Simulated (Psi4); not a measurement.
**BH2F (SMILES BF) at B3LYP/6-31G(d) (spherical functions, sweep point 4)**

Aim: the vertical electron affinity of BH2F at B3LYP/6-31G* (spherical functions, sweep point 4), from 2 runs. 

Program for the calculation: Psi4 1.11.

### 1 The molecule

BH2F has 4 atoms, charge 0, and is taken as a singlet. As SMILES, `BF`. Geometry: relaxed at PBE0-D4/def2-TZVP.

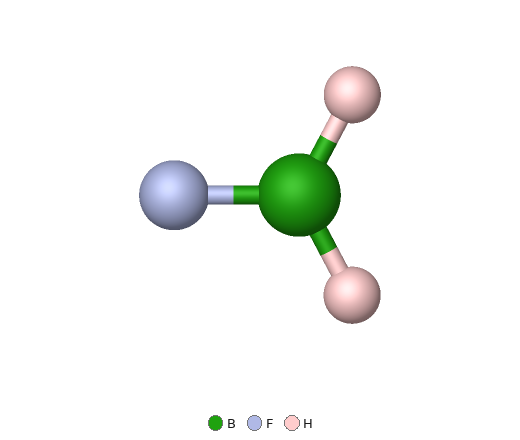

The structure, seen from a chosen angle (boron green, fluorine light blue, hydrogen pink).

### 2 A single-point energy at B3LYP/6-31G(d) (spherical functions, sweep point 4)

The input, calc.in:

```
memory 1600 mb

molecule {
  0 1
  B     -0.05158952    -0.00755890    -0.05820356
  F      2.00537736    -0.56068174     1.22813301
  H     -1.91334770    -1.22662123     0.35186700
  H      0.06462863     1.68110036    -1.56015789
  units bohr
  symmetry c1
}

set {
  basis 6-31G*
  reference rks
  puream true
  scf_type pk
  dft_radial_points 99
  dft_spherical_points 590
}

e_tot, wfn = energy('b3lyp', return_wfn=True)
```

Command:

```bash
$ psi4 calc.in calc.out -n 1
```

calc.out:

```text
Psi4 1.11 release

   => Loading Basis Set <=

    Name: 6-31G*
    Role: ORBITAL
    Keyword: BASIS

         ---------------------------------------------------------
                                   SCF
                              RKS Reference
                        1 Threads,   1525 MiB Core
         ---------------------------------------------------------

  ==> Geometry <==

    Molecular point group: c1
    Full point group: C1

    Geometry (in Bohr), charge = 0, multiplicity = 1:

       Center              X                  Y                   Z               Mass
    ------------   -----------------  -----------------  -----------------  -----------------
         B           -1.165395785705     0.313370602412    -0.728777804508    11.009305360000
         F            0.891571094295    -0.239752237588     0.557558765492    18.998403162730
         H           -3.027153965705    -0.905691727588    -0.318707244508     1.007825032230
         H           -1.049177635705     2.002029862412    -2.230732134508     1.007825032230

  Running in c1 symmetry.

  Rotational constants: A =      7.45578  B =      1.07051  C =      0.93610 [cm^-1]
  Rotational constants: A = 223518.73960  B =  32093.00132  C =  28063.60607 [MHz]
  Nuclear repulsion =   27.175758523276198

  Charge       = 0
  Multiplicity = 1
  Electrons    = 16
  Nalpha       = 8
  Nbeta        = 8

  ==> Algorithm <==

  SCF Algorithm Type is PK.
  DIIS enabled.
  MOM disabled.
  Fractional occupation disabled.
  Guess Type is SAD.
  Energy threshold   = 1.00e-06
  Density threshold  = 1.00e-06
  Integral threshold = 1.00e-12

  ==> Primary Basis <==

  Basis Set: 6-31G*
    Blend: 6-31G*
    Number of shells: 16
    Number of basis functions: 32
    Number of Cartesian functions: 34
    Spherical Harmonics?: true
    Max angular momentum: 2

  ==> DFT Potential <==

   => LibXC <=

    Version 7.1.2

   => Composite Functional: B3LYP <=

    B3LYP Hyb-GGA Exchange-Correlation Functional

    Deriv               =              1
    GGA                 =           TRUE
    Meta                =          FALSE

    Exchange Hybrid     =           TRUE
    MP2 Hybrid          =          FALSE

   => Exchange Functionals <=

    0.0800   Slater exchange
    0.7200         Becke 88

   => Exact (HF) Exchange <=

    0.2000               HF

   => Correlation Functionals <=

    0.1900   Vosko, Wilk & Nusair (VWN5_RPA)
    0.8100   Lee, Yang & Parr

   => LibXC Density Thresholds  <==

    XC_HYB_GGA_XC_B3LYP:  1.00E-15

   => Molecular Quadrature <=

    Radial Scheme          =       TREUTLER
    Pruning Scheme         =           NONE
    Nuclear Scheme         =       TREUTLER

    Blocking Scheme        =         OCTREE
    BS radius alpha        =              1
    Pruning alpha          =              1
    Radial Points          =             99
    Spherical Points       =            590
    Total Points           =         223961
    Total Blocks           =           1657
    Max Points             =            256
    Max Functions          =             32
    Weights Tolerance      =       1.00E-15

  ==> Integral Setup <==

  Using in-core PK algorithm.
   Calculation information:
      Number of atoms:                   4
      Number of AO shells:              16
      Number of primitives:             38
      Number of atomic orbitals:        34
      Number of basis functions:        32

      Integral cutoff                 1.00e-12
      Number of threads:                 1

  Performing in-core PK
  Using 279312 doubles for integral storage.
  We computed 9316 shell quartets total.
  Whereas there are 9316 unique shell quartets.

  ==> DiskJK: Disk-Based J/K Matrices <==

    J tasked:                  Yes
    K tasked:                  Yes
    wK tasked:                  No
    Memory [MiB]:              944
    Schwarz Cutoff:          1E-12

  Cached 100.0% of DFT collocation blocks in 0.196 [GiB].

  Minimum eigenvalue in the overlap matrix is 2.9644575883E-02.
  Reciprocal condition number of the overlap matrix is 8.1219093773E-03.
    Using symmetric orthogonalization.

  ==> Pre-Iterations <==

  SCF Guess: Superposition of Atomic Densities via on-the-fly atomic UHF (no occupation information).

   -------------------------
    Irrep   Nso     Nmo
   -------------------------
     A         32      32
   -------------------------
    Total      32      32
   -------------------------

  ==> Iterations <==

                        Total Energy        Delta E     RMS |[F,P]|

   @RKS iter SAD:  -125.43875886214144   -1.25439e+02   0.00000e+00
   @RKS iter   1:  -125.89273599400279   -4.53977e-01   8.95145e-03 DIIS/ADIIS
   @RKS iter   2:  -125.88158057752223    1.11554e-02   1.16904e-02 DIIS/ADIIS
   @RKS iter   3:  -125.92373400117927   -4.21534e-02   1.72909e-03 DIIS/ADIIS
   @RKS iter   4:  -125.92510577063457   -1.37177e-03   1.91197e-04 DIIS/ADIIS
   @RKS iter   5:  -125.92512467939805   -1.89088e-05   2.27549e-05 DIIS
   @RKS iter   6:  -125.92512488899179   -2.09594e-07   1.08753e-06 DIIS
   @RKS iter   7:  -125.92512488952765   -5.35863e-10   1.40634e-07 DIIS
  Energy and wave function converged.

  ==> Post-Iterations <==

   Electrons on quadrature grid:
      Ntotal   =   15.9999999972 ; deviation = -2.803e-09

    Orbital Energies [Eh]
    ---------------------

    Doubly Occupied:

       1A    -24.709424     2A     -6.806724     3A     -1.217505
       4A     -0.560661     5A     -0.475149     6A     -0.457816
       7A     -0.446968     8A     -0.325307

    Virtual:

       9A     -0.031845    10A      0.142240    11A      0.158992
      12A      0.244526    13A      0.386483    14A      0.414192
      15A      0.430428    16A      0.570490    17A      0.887481
      18A      0.892237    19A      1.163798    20A      1.166072
      21A      1.198547    22A      1.346393    23A      1.375882
      24A      1.501509    25A      1.616598    26A      1.801251
      27A      1.822366    28A      1.867054    29A      1.972888
      30A      2.323470    31A      2.372456    32A      3.150789

    Final Occupation by Irrep:
              A
    DOCC [     8 ]
    NA   [     8 ]
    NB   [     8 ]

  @RKS Final Energy:  -125.92512488952765

   => Energetics <=

    Nuclear Repulsion Energy =             27.1757585232761976
    One-Electron Energy =                -227.3206700771071098
    Two-Electron Energy =                  86.5843911670182109
    DFT Exchange-Correlation Energy =     -12.3646045027149363
    Empirical Dispersion Energy =           0.0000000000000000
    VV10 Nonlocal Energy =                  0.0000000000000000
    Total Energy =                       -125.9251248895276518

Computation Completed

Properties will be evaluated at   0.000000,   0.000000,   0.000000 [a0]

Properties computed using the SCF density matrix

 Multipole Moments:

 ------------------------------------------------------------------------------------
     Multipole            Electronic (a.u.)      Nuclear  (a.u.)        Total (a.u.)
 ------------------------------------------------------------------------------------

 L = 1.  Multiply by 2.5417464519 to convert [e a0] to [Debye]
 Dipole X            :          1.7253324           -1.8791707           -0.1538383
 Dipole Y            :         -0.4641225            0.5054210            0.0412985
 Dipole Z            :          1.0791770           -1.1752995           -0.0961225
 Magnitude           :                                                    0.1860412

 ------------------------------------------------------------------------------------

	total time  =          5 seconds =       0.08 minutes

    Psi4 run time: 0:00:04.44
```

Wall time 6 s (1 thread of AMD EPYC 7R43 (Zen 3), shared host); peak memory 0.41 GiB.

### 3 The doublet anion, same level

The input, bfh2.inp:

```
memory 1600 mb

molecule {
  -1 2
  B     -0.05158952    -0.00755890    -0.05820356
  F      2.00537736    -0.56068174     1.22813301
  H     -1.91334770    -1.22662123     0.35186700
  H      0.06462863     1.68110036    -1.56015789
  units au
  symmetry c1
}

set globals {
  basis 6-31G*
  reference uks
  puream true
  scf_type pk
  dft_radial_points 99
  dft_spherical_points 590
  maxiter 150
}

result, w = energy('b3lyp', return_wfn=True)
print_variables()
```

Command:

```bash
$ psi4 -i bfh2.inp -o bfh2.out -n 1
```

bfh2.out:

```text
[...]
  Running in c1 symmetry.
[...]
  Nuclear repulsion =   27.175758523276198
[...]
  Multiplicity = 2
[...]
  Nalpha       = 9
  Nbeta        = 8
[...]
    Number of basis functions: 32
[...]
   @UKS iter   1:  -125.72093979816059   -2.82181e-01   1.49630e-02 DIIS/ADIIS
[...]
   @UKS iter   8:  -125.85066769499703   -3.20080e-09   2.98868e-07 DIIS
[...]
   @S^2 Observed:                7.532926995E-01
[...]
    Orbital Energies [Eh]
    ---------------------
    Alpha Occupied:
       1A    -24.382661     2A     -6.439654     3A     -0.903085
       4A     -0.253285     5A     -0.167273     6A     -0.158524
       7A     -0.138682     8A     -0.020432     9A      0.184933
    Alpha Virtual:
      10A      0.409977    11A      0.417817    12A      0.513670
      13A      0.660801    14A      0.687482    15A      0.707793
      16A      0.888762    17A      1.177643    18A      1.185421
      19A      1.437403    20A      1.469262    21A      1.520217
      22A      1.644619    23A      1.653287    24A      1.810214
      25A      1.936604    26A      2.114462    27A      2.124636
[...]
  @UKS Final Energy:  -125.85066769499703
   => Energetics <=
    Nuclear Repulsion Energy =             27.1757585232761976
    One-Electron Energy =                -232.3323136557376074
    Two-Electron Energy =                  91.9190524884881199
    DFT Exchange-Correlation Energy =     -12.6131650510237314
    Empirical Dispersion Energy =           0.0000000000000000
    VV10 Nonlocal Energy =                  0.0000000000000000
    Total Energy =                       -125.8506676949970284
[...]
 Multipole Moments:
 ------------------------------------------------------------------------------------
     Multipole            Electronic (a.u.)      Nuclear  (a.u.)        Total (a.u.)
 ------------------------------------------------------------------------------------
 L = 1.  Multiply by 2.5417464519 to convert [e a0] to [Debye]
 Dipole X            :          2.9186680           -1.8791707            1.0394973
 Dipole Y            :         -0.7850611            0.5054210           -0.2796401
 Dipole Z            :          1.8254483           -1.1752995            0.6501488
 Magnitude           :                                                    1.2575558
[...]
```

It took 8.4 s on 1 thread of AMD EPYC 7R43 (Zen 3), shared host; peak memory 0.41 GiB.

### 4 Results

Level: B3LYP/6-31G* (spherical functions, sweep point 4).

| quantity | value |
| --- | --- |
| singlet BH2F: total energy | -125.92512 Eh |
| singlet BH2F: dipole moment | 0.47 D |
| singlet BH2F: HOMO energy | -8.85 eV |
| singlet BH2F: LUMO energy | -0.87 eV |
| singlet BH2F: HOMO–LUMO gap | 7.99 eV |
| doublet anion: total energy | -125.85067 Eh |
| doublet anion: HOMO energy (highest over α and β) | 5.03 eV |
| doublet anion: LUMO energy (lowest over α and β) | 8.42 eV |
| doublet anion: ⟨S²⟩ | 0.753 |
| vertical electron affinity (to the doublet anion) | -2.026 eV |

**Reading.** The anion lies 2.03 eV (47 kcal/mol) above the neutral: the electron isn't bound at this level, and such a value depends on the basis. Without diffuse functions anions come out too high. The HOMO (doublet anion) lies at positive energy, 5.03 eV; only total energies tell whether the electron is bound.
